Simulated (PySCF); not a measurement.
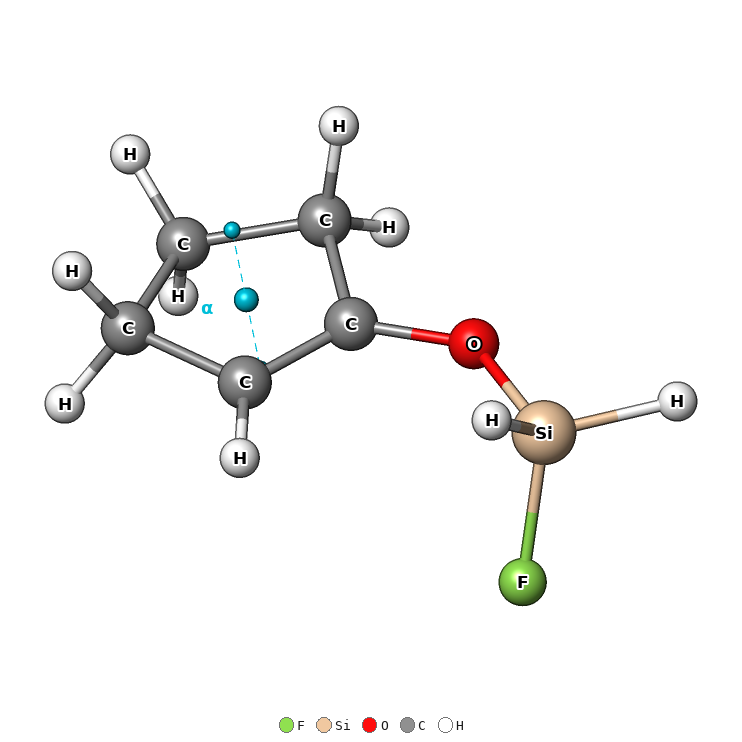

The small points mark where nucleus-independent chemical shifts (NICS) were computed: at the centre of each lettered ring and 1 Å above and below it. Computed geometry: GFN2-xTB optimisation. No frequency run is at hand to confirm it as a minimum. Method: GIAO PBE0/pcSseg-1 NMR shielding, non-relativistic, gas phase (PySCF 2.14.0).

Give NICS(0), NICS(1) and the out-of-plane component NICS(1)zz for each ring (means of the two sides).

```json
{"ring": "α", "members": "C5", "NICS(0)": "−4.1", "NICS(1)": "−2.7", "NICS(1)zz": "−1.5"}
```

Values in ppm.

Question. What do the values say about the ring currents?

Answer. Ring α: weak, as in a non-aromatic ring. NICS is one index among several.

The geometry is semi-empirical. Around Si such bond lengths and angles can be off by a tenth of an ångström or more and by several degrees, and values that hang on the shape move with them.
